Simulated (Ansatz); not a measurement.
```xyz
6

N     0.3443    1.6974   -0.8637
N     0.5568    2.7339   -1.8127
Si   -1.2092    1.7960   -1.5239
H     1.0974    1.3626   -0.2598
H     1.1834    2.5017   -2.5926
H     0.7591    3.6615   -1.4211
```

Geometry: r2SCAN-D4/def2-SVP.

Computed with isolated molecule in a Gaussian basis; Kohn-Sham density functional theory, functional PBE0 (Ansatz 0.2.0).

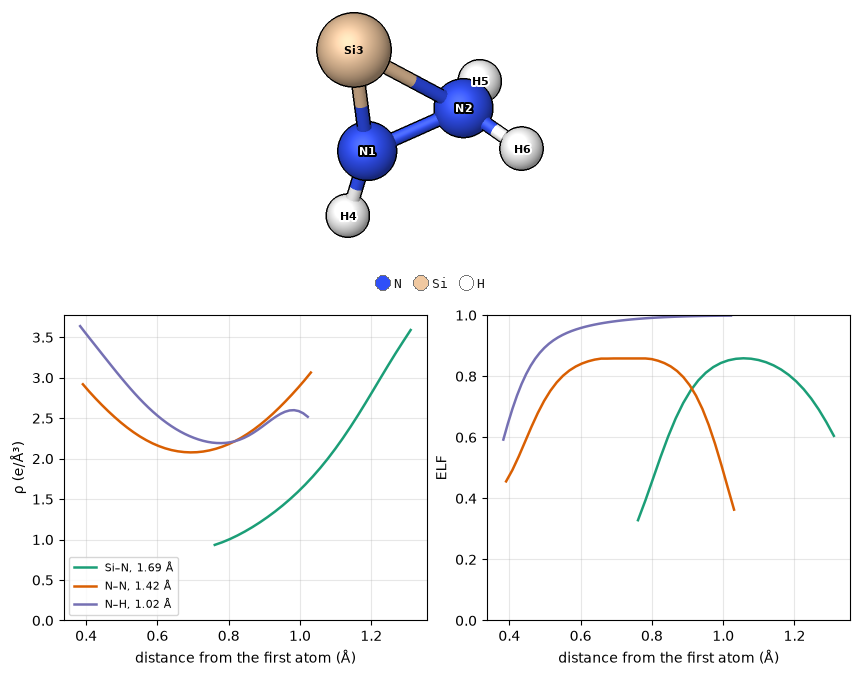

H₃N₂Si (SMILES N1[NH2+][Si]1) (charge +1). Electron density and ELF along straight lines between neighbouring atoms. The curves leave out the atomic cores. The structure is drawn too.

What kind of bonding do the profiles show?

Si–N (1.69 Å): ρ is about 1.1 e/Å³ halfway; the ELF peaks at about 0.85 between the atoms: a shared but strongly polarised pair.
N–N (1.42 Å): the density is about 2.1 e/Å³ at the midpoint; the ELF peaks at about 0.85 between the atoms: a covalent bond.
N–H (1.02 Å): ρ is about 2.9 e/Å³ halfway; the ELF climbs to about 1 towards the hydrogen, as it does in any bond to H: a covalent bond by its length.
